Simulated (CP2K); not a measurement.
**C3H7BFP (SMILES F[C@@H]1C[C@H]1BP): GFN2-xTB**

What is the vertical ionisation energy of C3H7BFP at GFN2-xTB? 

The results are computed with CP2K 2026.2.

5 further runs of the same task are left out: 1 that didn't finish, 4 set aside as unsound or not needed.

### Step 1. Starting point

The species is C3H7BFP (13 atoms), meant as a singlet with charge 0. SMILES: `F[C@@H]1C[C@H]1BP`. Geometry: relaxed at GFN2-xTB. This is one conformer, not always the lowest.

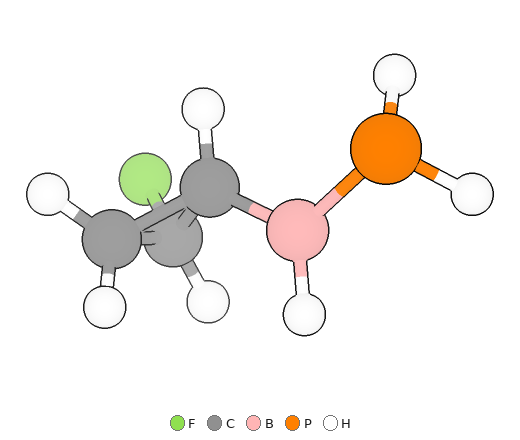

The structure, seen from a chosen angle (fluorine green, carbon grey, boron pink, phosphorus orange, hydrogen white).

### Step 2. Energy and forces at GFN2-xTB

molecule.inp

```
&FORCE_EVAL
  METHOD Quickstep
  &DFT
    CHARGE 0
    MULTIPLICITY 1
    &QS
      METHOD XTB
      EPS_DEFAULT 1.0E-10
      &XTB
        GFN_TYPE TBLITE
        &TBLITE
          METHOD GFN2
        &END TBLITE
        CHECK_ATOMIC_CHARGES F
      &END XTB
    &END QS
    # isolated system
    &POISSON
      PERIODIC NONE
      POISSON_SOLVER ANALYTIC
    &END POISSON
    &SCF
      SCF_GUESS ATOMIC
      EPS_SCF 1.0E-07
      MAX_SCF 150
      ADDED_MOS 8
      &DIAGONALIZATION
        ALGORITHM STANDARD
      &END DIAGONALIZATION
      &MIXING
        METHOD DIRECT_P_MIXING
        ALPHA 0.4
      &END MIXING
    &END SCF
    # extra output
    &PRINT
      &MOMENTS
        PERIODIC F
        REFERENCE COM
        MAX_MOMENT 1
      &END MOMENTS
      &MO ON
        ENERGIES T
        OCCUPATION_NUMBERS T
        NDIGITS 6
        &EACH
          QS_SCF 0
        &END EACH
        ADD_LAST NUMERIC
      &END MO
      &HIRSHFELD OFF
      &END HIRSHFELD
    &END PRINT
  &END DFT
  # structure
  &SUBSYS
    # box in angstrom
    &CELL
      ABC [angstrom] 14.8 14.4 14.7
      PERIODIC NONE
    &END CELL
    &COORD
      SCALED T
      F    0.54003919   0.47178194   0.65961259
      C    0.52057500   0.43044444   0.57862075
      C    0.59566689   0.40978681   0.51569082
      C    0.53077230   0.48915486   0.49371531
      B    0.46009595   0.48127431   0.41667993
      P    0.42913108   0.58523958   0.34743231
      H    0.46367297   0.38391736   0.58656905
      H    0.59169730   0.34737222   0.47533776
      H    0.66307365   0.42862778   0.53668810
      H    0.55910811   0.55712847   0.50844592
      H    0.43151486   0.40829514   0.39615272
      H    0.33692635   0.57294375   0.34038741
      H    0.42535203   0.65262778   0.41414796
    &END COORD
  &END SUBSYS
  # extra output
  &PRINT
    &FORCES ON
    &END FORCES
  &END PRINT
&END FORCE_EVAL
&GLOBAL
  PROJECT_NAME molecule
  RUN_TYPE ENERGY_FORCE
  PRINT_LEVEL MEDIUM
&END GLOBAL
```

Started as:

```
OMP_NUM_THREADS=1 cp2k.psmp -i molecule.inp -o molecule.out
```

Standard output:

```text
CP2K| version string:                                       CP2K version 2026.2
[...]
 GLOBAL| Method name                                                        CP2K
[...]
 GLOBAL| Run type                                                   ENERGY_FORCE
[...]
                             - Atoms:                                         13
[...]
                             - Spherical basis functions:                     36
[...]
 Number of electrons:                                                         34
[...]
  *** SCF run converged in    18 steps ***
[...]
  Fermi energy:                                                -0.30268450167186
[...]
 TB_DIPOLE| Moment [Debye]         -0.19693719      -0.74501002      -1.14733586
 TB_DIPOLE| Derivative [a.u.]       0.00000000       0.00000000       0.00000000
[...]
 ENERGY| Total FORCE_EVAL ( QS ) energy [hartree]            -18.430233437743112
 FORCES| Atomic forces [hartree/bohr]
 FORCES|   Atom     x               y               z               |f|
 FORCES|      1 -3.25972705E-06  2.31405822E-05  1.56098038E-05   2.81029952E-05
 FORCES|      2 -1.52854484E-05 -3.36630639E-05 -4.34162274E-05   5.70246930E-05
 FORCES|      3 -3.10598856E-05  4.38251936E-05  2.38991593E-06   5.37687249E-05
 FORCES|      4  2.59732921E-05 -6.26864021E-05  1.53430592E-05   6.95672795E-05
 FORCES|      5  7.42723177E-07  7.17673448E-05  4.28690720E-05   8.35994064E-05
 FORCES|      6 -5.81249453E-06 -8.73432983E-05  2.09348320E-05   9.00050223E-05
 FORCES|      7  2.55079650E-05  2.07477424E-05 -1.96687905E-05   3.83143108E-05
 FORCES|      8 -2.77635939E-06  1.10288304E-05 -8.84290764E-07   1.14072451E-05
 FORCES|      9  8.30805972E-06  8.12430157E-06  5.44483728E-06   1.28325518E-05
 FORCES|     10  3.54252316E-07 -1.56253862E-05  1.22437950E-06   1.56772860E-05
 FORCES|     11  1.77068706E-06  1.43857395E-05 -2.28577048E-05   2.70658364E-05
 FORCES|     12 -1.60033230E-05  5.14846439E-05 -8.30749285E-06   5.45507960E-05
 FORCES|     13  1.15402584E-05 -4.51862278E-05 -8.68139354E-06   4.74377418E-05
[...]
```

It took 0.28 s on 1 thread of Arm Neoverse V1, shared host.

### Step 3. The doublet cation

gas.inp

```
&GLOBAL
   PROJECT gas
   RUN_TYPE ENERGY_FORCE
   PRINT_LEVEL MEDIUM
&END GLOBAL

&FORCE_EVAL
   METHOD QS
   &DFT
      CHARGE 1
      MULTIPLICITY 2
      LSD T
      &QS
         METHOD XTB
         EPS_DEFAULT 1.0E-10
         &XTB
            GFN_TYPE TBLITE
            &TBLITE
               METHOD GFN2
            &END TBLITE
            CHECK_ATOMIC_CHARGES F
         &END XTB
      &END QS
      &POISSON
         PERIODIC NONE
         POISSON_SOLVER ANALYTIC
      &END POISSON
      &SCF
         SCF_GUESS ATOMIC
         EPS_SCF 1.0E-07
         MAX_SCF 150
         ADDED_MOS 8
         &DIAGONALIZATION
            ALGORITHM STANDARD
         &END DIAGONALIZATION
         &MIXING
            METHOD DIRECT_P_MIXING
            ALPHA 0.4
         &END MIXING
         &SMEAR ON
            METHOD FERMI_DIRAC
            ELECTRONIC_TEMPERATURE [K] 300
         &END SMEAR
      &END SCF
      &PRINT
         &MOMENTS
            PERIODIC F
            REFERENCE COM
            MAX_MOMENT 1
         &END MOMENTS
         &MO ON
            ENERGIES T
            OCCUPATION_NUMBERS T
            NDIGITS 6
            &EACH
               QS_SCF 0
            &END EACH
            ADD_LAST NUMERIC
         &END MO
         &HIRSHFELD OFF
         &END HIRSHFELD
      &END PRINT
   &END DFT
   &SUBSYS
      &CELL
         ABC [angstrom] 14.8 14.4 14.7
         PERIODIC NONE
      &END CELL
      &COORD
         SCALED T
         F    0.54003919   0.47178194   0.65961259
         C    0.52057500   0.43044444   0.57862075
         C    0.59566689   0.40978681   0.51569082
         C    0.53077230   0.48915486   0.49371531
         B    0.46009595   0.48127431   0.41667993
         P    0.42913108   0.58523958   0.34743231
         H    0.46367297   0.38391736   0.58656905
         H    0.59169730   0.34737222   0.47533776
         H    0.66307365   0.42862778   0.53668810
         H    0.55910811   0.55712847   0.50844592
         H    0.43151486   0.40829514   0.39615272
         H    0.33692635   0.57294375   0.34038741
         H    0.42535203   0.65262778   0.41414796
      &END COORD
   &END SUBSYS
   &PRINT
      &FORCES ON
      &END FORCES
   &END PRINT
&END FORCE_EVAL
```

Started as:

```
OMP_NUM_THREADS=1 cp2k.psmp -i gas.inp > gas.out 2>&1
```

Standard output:

```text
CP2K| version string:                                       CP2K version 2026.2
[...]
 GLOBAL| Method name                                                        CP2K
[...]
 GLOBAL| Run type                                                   ENERGY_FORCE
[...]
                             - Atoms:                                         13
[...]
                             - Spherical basis functions:                     36
[...]
 Number of electrons:                                                         17
[...]
  *** SCF run converged in    33 steps ***
[...]
  Fermi energy:                                                -0.58891704827394
[...]
 TB_DIPOLE| Moment [Debye]         -2.54928438       1.37744253      -5.76357640
 TB_DIPOLE| Derivative [a.u.]       0.00000000       0.00000000       0.00000000
[...]
 ENERGY| Total FORCE_EVAL ( QS ) energy [hartree]            -17.944895815671849
 FORCES| Atomic forces [hartree/bohr]
 FORCES|   Atom     x               y               z               |f|
 FORCES|      1 -2.24634719E-03 -3.76806620E-03 -1.33645376E-02   1.40661034E-02
 FORCES|      2 -6.18670325E-04  1.49768465E-03  1.65035914E-02   1.65829533E-02
 FORCES|      3  3.80943928E-03 -8.73775672E-03 -1.73241036E-04   9.53363690E-03
 FORCES|      4 -1.72602527E-02  1.63582384E-02 -1.09099752E-02   2.61636360E-02
 FORCES|      5  2.49165537E-02 -1.95761017E-02  5.59162734E-03   3.21764619E-02
 FORCES|      6 -7.78184497E-03 -1.68052772E-03  1.34242031E-02   1.56073865E-02
 FORCES|      7  2.39012804E-04 -1.13459632E-03  6.20394954E-05   1.16115668E-03
 FORCES|      8  3.14770095E-04 -7.94501369E-04  1.71320318E-04   8.71586650E-04
 FORCES|      9  9.72525970E-04  1.61097314E-03 -1.09368738E-03   2.17650943E-03
 FORCES|     10  2.39108606E-03  2.16785570E-04  1.16406995E-03   2.66821052E-03
 FORCES|     11 -3.42615959E-03  3.94945423E-03 -3.59813898E-04   5.24082287E-03
 FORCES|     12 -5.47651654E-03  1.60166437E-03 -8.88934574E-03   1.05630502E-02
 FORCES|     13  4.16640345E-03  1.04567496E-02 -2.12625070E-03   1.14552814E-02
[...]
```

It took 0.38 s on 1 thread of Arm Neoverse V1, shared host.

### Step 4. Outcome

Level: GFN2-xTB.

| quantity | value |
| --- | --- |
| singlet C3H7BFP: total energy | -18.43023 Eh |
| singlet C3H7BFP: dipole moment (from atomic charges alone) | 1.38 D |
| singlet C3H7BFP: HOMO energy | -10.46 eV |
| singlet C3H7BFP: LUMO energy | -7.36 eV |
| singlet C3H7BFP: HOMO–LUMO gap | 3.10 eV |
| singlet C3H7BFP: largest force on an atom | 0.005 eV/Å |
| doublet cation: total energy | -17.94490 Eh |
| doublet cation: HOMO energy (highest over α and β) | -16.18 eV |
| doublet cation: LUMO energy (lowest over α and β) | -15.89 eV |
| doublet cation: largest force on an atom | 1.655 eV/Å |
| vertical ionisation energy (to the doublet cation) | 13.207 eV |

In words: The vertical ionisation energy comes to 13.21 eV (1274 kJ/mol). xTB total energies overstate such differences by several eV unless an empirical shift is taken off; none is applied here. The dipole (singlet C3H7BFP) comes from point charges on the atoms alone, without atomic dipoles, so it is partial.
